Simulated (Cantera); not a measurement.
A closed system holds: 1 mol CH3SiH3, 0.062 mol C3H8, a varied amount of H2, at 2002 °C and 100000 Pa.

Method: chemical equilibrium by Gibbs-energy minimisation in Cantera with the NASA 1993 tables (ideal gas, pure condensed phases). Candidate condensed phases: C, C6H6, C7H8, C8H18, Si, SiC; 87 gas species. The feed counts by its element totals alone. Gases not in the tables: Si2H6 and higher silanes. The numbers say what is thermodynamically allowed, not how fast it happens.

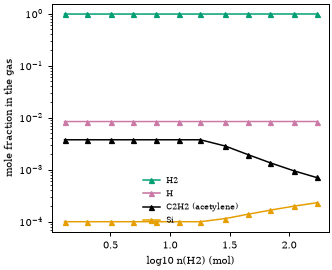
Figure. Equilibrium gas composition (values under 1e-9 drawn at 1e-9)

From 1.3 mol H2 to 18 mol H2 the condensed part is C(graphite) + SiC(s). From 29 mol H2 to 170 mol H2 the condensed part is SiC(s). The main Si-bearing gas is Si throughout.
